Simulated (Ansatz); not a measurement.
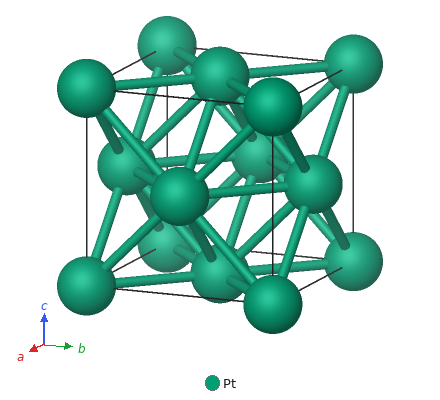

The structure; the drawing may span several cells.

Given this structure, the input geometry of an electronic-structure calculation (not necessarily at equilibrium), written in its standard cell:

```cif
data_structure
_symmetry_space_group_name_H-M 'P 1'
_symmetry_Int_Tables_number 1
_cell_length_a 3.9402
_cell_length_b 3.9402
_cell_length_c 3.9402
_cell_angle_alpha 90.000
_cell_angle_beta 90.000
_cell_angle_gamma 90.000
_cell_volume 61.17
loop_
_atom_site_label
_atom_site_type_symbol
_atom_site_fract_x
_atom_site_fract_y
_atom_site_fract_z
_atom_site_occupancy
Pt1 Pt 0.00000 0.00000 0.00000 1
Pt2 Pt 0.00000 0.50000 0.50000 1
Pt3 Pt 0.50000 0.00000 0.50000 1
Pt4 Pt 0.50000 0.50000 0.00000 1
```

Question: Predict the [211] zone-axis pattern (80 kV, kinematic, B = 1 Å²).

Answer: The spots form a rectangular net whose two shortest vectors correspond to d = 2.27 Å and 1.39 Å, 90.0° apart. They are -1 1 1 and 0 -2 2. The pattern has symmetry 2mm. The lattice centring (F) removes all reflections that break h + k = 2n, h + l = 2n.

Strongest reflections with d > 0.80 Å, one of each family (|F|² from tabulated Gaussian fits of the electron scattering factors, times a small damping for the curvature of the Ewald sphere):

```json
{"hkl": "1 -1 -1", "d (Å)": "2.275", "I (strongest = 100)": "100"}
{"hkl": "0 2 -2", "d (Å)": "1.393", "I (strongest = 100)": "37"}
{"hkl": "1 1 -3", "d (Å)": "1.188", "I (strongest = 100)": "24"}
{"hkl": "2 -2 -2", "d (Å)": "1.137", "I (strongest = 100)": "21"}
{"hkl": "2 0 -4", "d (Å)": "0.881", "I (strongest = 100)": "9"}
```

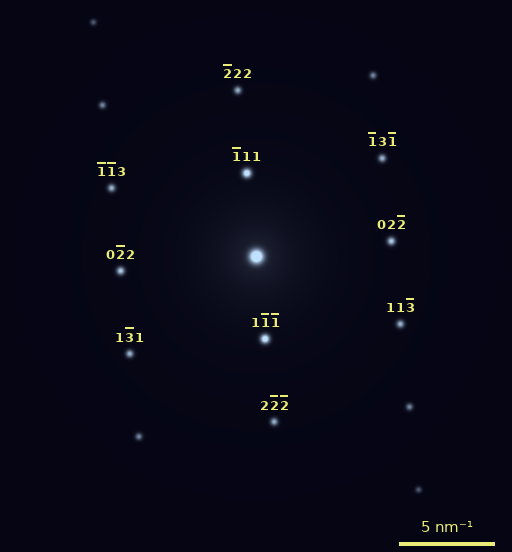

Calculated pattern, seen from the source side with [211] pointing towards the source.
